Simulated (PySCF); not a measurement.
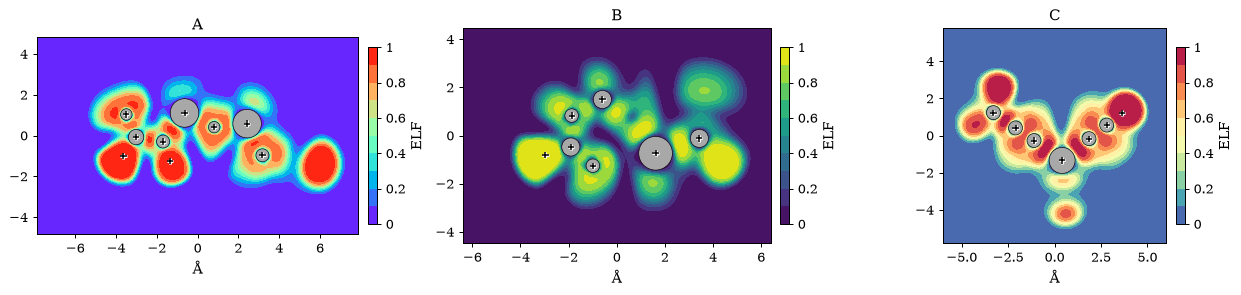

The ELF of 3 systems, each on a plane through atoms (crosses mark nuclei in the plane; grey discs cover the cores).

Theory: PySCF, PBE0/pcSseg-1, SCF density, gas phase, non-relativistic.

System 1: C5H6BFSi, the plane of atoms C4, Si2 and C6. Geometry: GFN2-xTB.

```yaml
atoms:
  - { symbol: B, position_ang: [-1.8692, -2.0179, 0.7340] }
  - { symbol: Si, position_ang: [-1.1918, -0.4183, -0.1493] }
  - { symbol: F, position_ang: [-1.4336, -0.4849, -1.7658] }
  - { symbol: C, position_ang: [-2.0422, 1.1598, 0.3563] }
  - { symbol: C, position_ang: [-2.6199, 2.1546, 0.7046] }
  - { symbol: C, position_ang: [0.6240, -0.0864, 0.0221] }
  - { symbol: C, position_ang: [1.8081, 0.1054, 0.1385] }
  - { symbol: C, position_ang: [3.2267, 0.3483, 0.2712] }
  - { symbol: H, position_ang: [-2.4069, -2.8736, 0.1463] }
  - { symbol: H, position_ang: [-1.7551, -2.1574, 1.8893] }
  - { symbol: H, position_ang: [-3.1170, 3.0350, 0.9970] }
  - { symbol: H, position_ang: [3.7676, -0.1625, -0.5255] }
  - { symbol: H, position_ang: [3.4272, 1.4176, 0.2054] }
  - { symbol: H, position_ang: [3.5814, -0.0203, 1.2339] }
```

System 2: C5H7ClO2Si (SMILES O=CO[C@H]1C=C1[SiH2]CCl), the plane of atoms C2, O3 and C4. Geometry: GFN2-xTB.

```xyz
16

O     1.8715    0.3533    1.2500
C     2.6821    0.1768    0.3782
O     2.4902    0.0722   -0.9086
C     1.1464    0.1279   -1.4253
C     0.3101   -1.0892   -1.3843
C    -0.0120   -0.1558   -0.5228
Si   -0.7680    0.5474    1.0317
C    -2.6487    0.5826    0.6327
Cl   -2.9031    1.5653   -0.8368
H     3.7631    0.0782    0.5891
H     1.1198    0.8544   -2.2273
H     0.1800   -2.0553   -1.8047
H    -0.3458    1.9303    1.2150
H    -0.5866   -0.3596    2.1615
H    -3.2385    1.0460    1.4190
H    -3.0679   -0.3980    0.4211
```

System 3: C3H10N2O2Si3, the plane of atoms C2, N3 and H12. Geometry: GFN2-xTB.

```xyz
20

O     4.7842   -0.3304   -0.7414
C     4.2268   -0.5836    0.2977
N     2.9367   -0.2951    0.5156
Si    2.0503    0.4823   -0.7801
O     0.6073    0.6976   -0.0913
Si   -0.9585    1.1024   -0.2771
C    -1.9569   -0.1120   -1.3051
C    -2.9938   -0.6699   -0.6828
Si   -3.2340   -0.1540    1.1115
N    -1.8027    0.8242    1.2025
H     4.7437   -1.0728    1.1444
H     2.5200   -0.5307    1.4020
H     2.6320    1.7847   -1.0718
H     1.9379   -0.4246   -1.9140
H    -0.9774    2.4920   -0.7293
H    -1.7247   -0.3432   -2.3369
H    -3.6389   -1.3819   -1.1819
H    -4.4437    0.6524    1.3156
H    -3.1697   -1.2643    2.0683
H    -1.5438    1.2934    2.0513
```

Match each panel to its system.

Answer. Panel A is system 3, C3H10N2O2Si3: the plane holds O, C, N, Si and H. C–O (1.21 Å): the ELF peaks at about 0.85 between the atoms; a multiple bond. Panel B is system 2, C5H7ClO2Si: the plane holds O, C, Si and H. C–O (1.20 Å): the ELF peaks at about 0.85 between the atoms (a short, multiple covalent bond). Panel C is system 1, C5H6BFSi: the plane holds Si, C and H. C–C (1.20 Å): the ELF peaks at about 0.85 between the atoms; a short, multiple covalent bond.
